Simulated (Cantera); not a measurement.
Charge: 1 mol BF3, a varied amount of H2O, 9.2 mol H2, equilibrated at 1377 °C and 86.0 Pa.

Equilibrium computed with Cantera from the NASA thermochemical tables; the gas is ideal and each condensed phase is pure. Candidate condensed phases: B, B2O3, B3O3H3, H2O; 43 gas species. Gases not in the tables: H3BO3. The numbers say what is thermodynamically allowed, not how fast it happens.

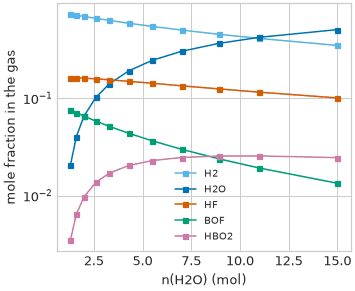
Figure: Equilibrium gas composition (values under 1e-9 drawn at 1e-9)

From 1.3 mol H2O to 15 mol H2O nothing is condensed.
